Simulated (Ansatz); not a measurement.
The figure comes from a scan of NaCl (rock salt): volume and axial ratio are varied about the relaxed values (subscript 0). Calculation: PBE (plane waves to 420 eV, PAW, scalar-relativistic; Ansatz, an electronic-structure program). k mesh 10×10×10 (Γ-centred), Fermi-Dirac smearing 0.05 eV. E stands for the smeared free energy. NaCl was relaxed with its symmetry unable to fall. The zero of ΔE is the relaxed starting cell.

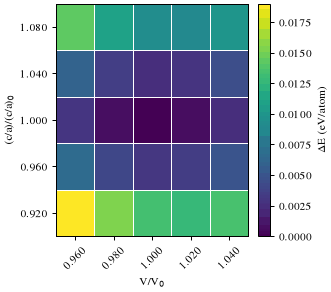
Fig. 1. ΔE (eV/atom), one tile a computed point.

### Question
List the plotted points as numbers.

### Answer
To the nearest 0.002:

ΔE (eV/atom), with V/V₀ across and (c/a)/(c/a)₀ down:

| (c/a)/(c/a)₀ \ V/V₀ | 0.960 | 0.980 | 1.000 | 1.020 | 1.040 |
|---|---|---|---|---|---|
| 0.920 | 0.020 | 0.016 | 0.014 | 0.012 | 0.014 |
| 0.960 | 0.006 | 0.004 | 0.002 | 0.004 | 0.004 |
| 1.000 | 0.002 | 0.000 | 0.000 | 0.000 | 0.002 |
| 1.040 | 0.006 | 0.004 | 0.002 | 0.002 | 0.004 |
| 1.080 | 0.014 | 0.010 | 0.010 | 0.008 | 0.010 |

(A scan under strain: stresses follow from slopes of the energy per volume, elastic moduli from its curvatures.)
